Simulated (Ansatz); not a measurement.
All values below come from PBE (plane waves to 420 eV, PAW; Ansatz, an electronic-structure program).

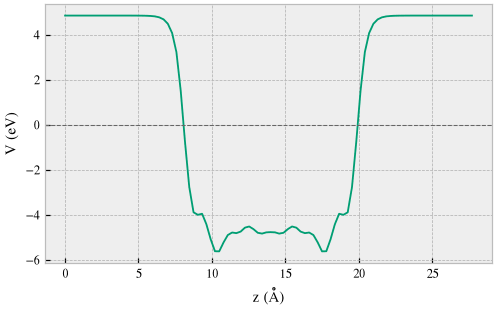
*Plane-averaged electrostatic potential energy along the normal, in eV from the Fermi level, for the (322) surface of silicon in its 1x1 cell, relaxed from an ideal cut (the real face may reconstruct), outermost plane spacing 0.33 Å in the ideal cut*

Model: 36-atom slab, 11.6 Å thick at the start, 7x2x1 mesh, Fermi-Dirac 0.025 eV, dipole correction, all atoms relaxed; start symmetry kept, larger cells not searched; no spin (no spin-polarised run to compare, though such a face may carry moments), no spin-orbit, no U. The slab shows no gap on its mesh.

The vacuum level lies 4.84 eV above the Fermi level over the top face and 4.84 eV above it under the bottom face.
